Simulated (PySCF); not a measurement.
# AlHCl2 (SMILES [H][Al]([Cl])[Cl]) at CCSD(T)/STO-6G

Aim: the energy change on altering one bond length of AlHCl2 at CCSD(T)/STO-6G, from 2 runs. Input form: a Python script.

The results are computed with PySCF 2.14.0.

11 further runs of the same task are left out: 11 set aside as unsound or not needed.

## (1) The molecule

AlHCl2 has 4 atoms, charge 0, and is taken as a singlet. SMILES: `[H][Al]([Cl])[Cl]`. The shape comes from GFN2-xTB, which is rough for such elements, and wasn't checked as a minimum.

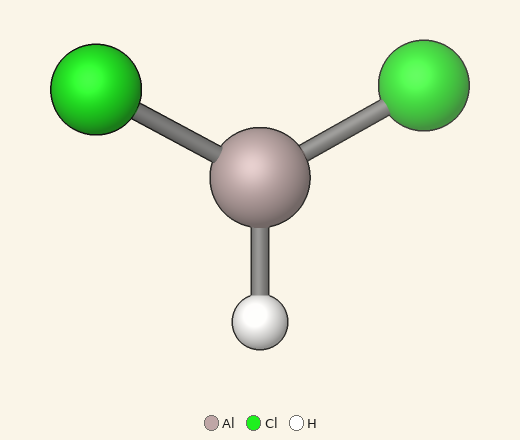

Viewed from a chosen angle; aluminium light grey, chlorine green, hydrogen white.

## (2) The energy at CCSD(T)/STO-6G

Contents of input.py:

```python
from pyscf import gto, scf, cc

mol = gto.Mole()
mol.atom = 'Al -0.047750 -0.080660 -0.000420; Cl 1.971850 -0.182600 0.014280; Cl -1.095680 1.649890 -0.015830; H -0.828410 -1.386630 0.001980'
mol.max_memory = 1860
mol.verbose = 3
mol.spin = 0
mol.basis = 'sto-6g'
mol.build()

hf = scf.RHF(mol)
hf.conv_tol = 1e-10
hf.kernel()
if not hf.converged:
    hf = hf.newton().run(hf.mo_coeff, hf.mo_occ)

mycc = cc.CCSD(hf, frozen=15)
mycc.kernel()
e_t = mycc.ccsd_t()
energy = mycc.e_tot + e_t
print('Final energy', energy)
```

Command:

```
$ OMP_NUM_THREADS=1 python input.py
```

Output:

```text
converged SCF energy = -1157.71690141536
E(CCSD) = -1157.758152199128  E_corr = -0.04125078376730979
CCSD(T) correction = -0.00107623752148016
Final energy -1157.7592284366494
```

It took 1 s on 1 thread of Arm Neoverse V2, shared host; peak memory 0.1 GiB.

## (3) The distorted shape, same level

Contents of job.py:

```python
from pyscf import gto, cc

mol = gto.M(
    atom='''
Al     0.204801     0.341139    -0.001701
Cl     4.021292     0.148500     0.026078
Cl    -1.775500     3.611405    -0.030821
H     -1.565468    -2.620351     0.003742
''',
    verbose=3,
    basis='sto-6g',
    unit='bohr',
    max_memory=1860,
)

calc0 = mol.RHF()
calc0.conv_tol = 1e-10
calc0.kernel()
if not calc0.converged:
    calc0 = calc0.newton().run(calc0.mo_coeff, calc0.mo_occ)

mycc = cc.CCSD(calc0, frozen=15)
mycc.kernel()
e_t = mycc.ccsd_t()
e_final = mycc.e_tot + e_t
print('Final energy', e_final)
```

Command:

```
$ OMP_NUM_THREADS=1 python job.py
```

Output:

```text
converged SCF energy = -1157.67346522794
E(CCSD) = -1157.725587935605  E_corr = -0.05212270766135908
CCSD(T) correction = -0.00125481773583726
Final energy -1157.726842753341
```

Wall time 1.1 s (1 thread of Arm Neoverse V2, shared host); peak memory 0.12 GiB.

## (4) Outcome

Level: CCSD(T)/STO-6G, 15 core orbitals frozen.

```
                                                          quantity           value
                                         first shape: total energy  -1157.75923 Eh
                 first shape: dipole moment (Hartree–Fock density)          2.04 D
                  first shape: HOMO energy (Hartree–Fock orbitals)       -10.43 eV
                  first shape: LUMO energy (Hartree–Fock orbitals)         7.06 eV
                first shape: HOMO–LUMO gap (Hartree–Fock orbitals)        17.49 eV
         first shape: correlation energy (15 core orbitals frozen)       -42.3 mEh
                                       first shape: (T) correction       -1.08 mEh
                                        first shape: T1 diagnostic           0.008
                                     distorted shape: total energy  -1157.72684 Eh
             distorted shape: dipole moment (Hartree–Fock density)          1.75 D
              distorted shape: HOMO energy (Hartree–Fock orbitals)        -9.69 eV
              distorted shape: LUMO energy (Hartree–Fock orbitals)         7.01 eV
            distorted shape: HOMO–LUMO gap (Hartree–Fock orbitals)        16.70 eV
     distorted shape: correlation energy (15 core orbitals frozen)       -53.4 mEh
                                   distorted shape: (T) correction       -1.25 mEh
                                    distorted shape: T1 diagnostic           0.008
energy change with the Al1–H4 bond stretched from 1.522 to 1.826 Å        0.881 eV
```

With the Al1–H4 bond stretched from 1.522 to 1.826 Å the energy rises by 0.88 eV (20.3 kcal/mol). The first shape isn't relaxed at this level, so the change isn't measured from a minimum. The minimal basis adds a large error of its own. The triples (first shape) make up 2.5 % of the correlation energy. The triples (distorted shape) make up 2.4 % of the correlation energy.
